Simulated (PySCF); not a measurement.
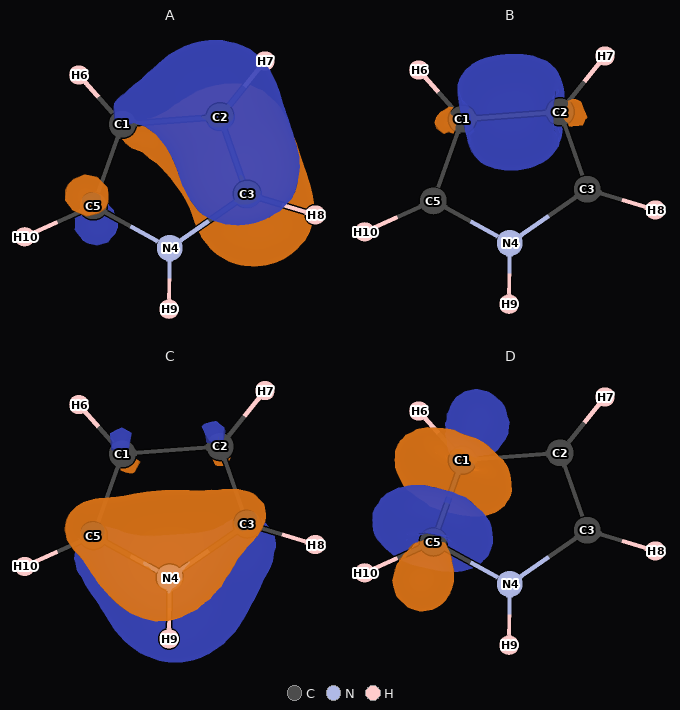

*C$_{4}$H$_{5}$N, SMILES `c1cc[nH]c1`. Intrinsic bond orbitals (IBO), occupied and valence-virtual; each surface holds about 80 % of the orbital's density. Energies are diagonal elements of the Fock matrix.*

Computed with PySCF, PBE0/def2-TZVP, geometry: GFN2-xTB. No frequency check shows the geometry to be a minimum.

The calculation's input:

```python
import numpy as np
from pyscf import gto, scf, dft, lo
from pyscf.data.elements import chemcore

def solve(mol, dm0=None, hcore=None):
    mf = (dft.UKS if mol.spin else dft.RKS)(mol, xc='pbe0')
    mf.grids.level = 3
    mf = mf.density_fit(auxbasis='def2-universal-jkfit')
    mf.conv_tol, mf.max_cycle = 1e-8, 80
    if hcore is not None:
        mf.get_hcore = lambda *args: hcore
    mf.kernel(dm0)
    if not mf.converged:
        mf = mf.newton().run(mf.mo_coeff, mf.mo_occ, max_cycle=30)
    assert mf.converged, 'SCF not converged'
    return mf

mol = gto.M(atom='''
C     -0.97474    -0.70671     0.00000
C     -0.97781     0.70254     0.00000
C      0.32748     1.10913     0.00000
N      1.11535     0.00230     0.00000
C      0.33230    -1.10762     0.00000
H     -1.83601    -1.34498     0.00000
H     -1.84185     1.33705     0.00000
H      0.74825     2.09540     0.00000
H      2.12135     0.00448     0.00000
H      0.75737    -2.09204     0.00000
''', basis='def2-tzvp', charge=0, spin=0, verbose=4)
mf = solve(mol)
occ_all = mf.mo_coeff[:, mf.mo_occ > 0]
occ = occ_all[:, chemcore(mol):]
loc = lo.ibo.ibo(mol, occ, iaos=lo.iao.iao(mol, occ_all))
fock, s = mf.get_fock(), mf.get_ovlp()
ortho = lo.orth_ao(mol, 'meta_lowdin')
ortho = lo.vec_lowdin(lo.iao.iao(mol, occ_all), s)
labels = lo.iao.reference_mol(mol).ao_labels(fmt=None)
vir = lo.vvo.livvo(mol, occ_all, mf.mo_coeff[:, mf.mo_occ == 0])
both = np.hstack([loc, vir])
p = (ortho.T @ s @ both) ** 2
pop = np.array([p[[l[0] == a for l in labels]].sum(0) for a in range(mol.natm)])
spd = np.array([[p[[l[0] == a and l[2][-1] == k for l in labels]].sum(0) for k in 'spd'] for a in range(mol.natm)])
eps = np.einsum('pi,pq,qi->i', both, fock, both)
for i in np.argsort(eps):
    top = np.argsort(-pop[:, i])[:3]
    print('%3d %s %9.4f Eh ' % (i + 1, 'occ' if i < loc.shape[1] else 'vir', eps[i]), '  '.join('%s%d %.3f' % (mol.atom_symbol(a), a + 1, pop[a, i]) for a in top))
np.savez('result.npz', c=both, nocc=loc.shape[1], pop=pop, spd=spd, eps=eps, e=mf.e_tot)
```

Command:

```sh
OMP_NUM_THREADS=1 python input.py
```

The run took 22 s on 1 thread of Arm Neoverse V1, with other jobs on the host, peak memory 0.68 GiB.

Identify each orbital.

By panel:
- A: π bond C2–C3 (C2 49 %, C3 43 %, C5 4 %; −7.5 eV)
- B: σ bond C2–C1 (C2 49 %, C1 49 %; −15.7 eV)
- C: p-type lone pair on N4, partly delocalised onto C5 and C3 (N4 78 %, C5 9 %, C3 9 %; −9.7 eV)
- D: σ* orbital C1–C5 (C1 51 %, C5 49 %; 16.4 eV)

How do all the valence pairs divide up?

13 pairs: 10 σ bonds, 2 two-centre π bonds and 1 partly delocalised lone pair.
